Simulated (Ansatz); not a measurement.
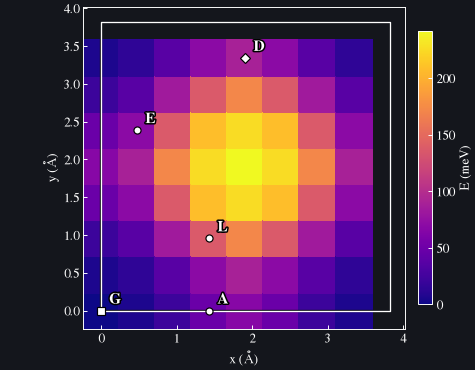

Si on a two-dimensional sheet of SnO (4 atoms of substrate and one adsorbate in a 1 × 1 cell). Si is moved over the surface cell; relaxed at each place: the height of the adsorbate's atoms; substrate rigid; the origin of the map has the adsorbate above Sn4. Places are given modulo a cell vector. The map is drawn in real space over the plane of the surface. The scan uses an 8 × 8 grid; 15 points were computed and 49 follow by symmetry. Energies: meV, counted from the lowest grid point. The magnetic moment jumps between some neighbouring points. With one adsorbate in each 1 × 1 cell, its nearest image is 3.8 Å away, so neighbouring adsorbates interact. Method: DFT PBE+D3(BJ), scalar-relativistic, plane waves, PAW (Ansatz 0.2.0). Settings: cutoff 420 eV, k-mesh 7×7×1, gaussian smearing 0.05 eV, spin-polarised.

Drawn: one coloured cell a grid point, the outline of one cell of the plane, lettered points.

Is E the lowest point of the computed grid?

Answer. No. E lies 69 meV above the lowest grid point, which is at the top site over a surface Sn atom, (0/8, 0/8) of the cell vectors.

Rank the lettered points by energy, lowest first.

Answer. G (0 meV), A (48 meV), E (69 meV), D (90 meV), L (137 meV).

PAW datasets: the set soft_1.
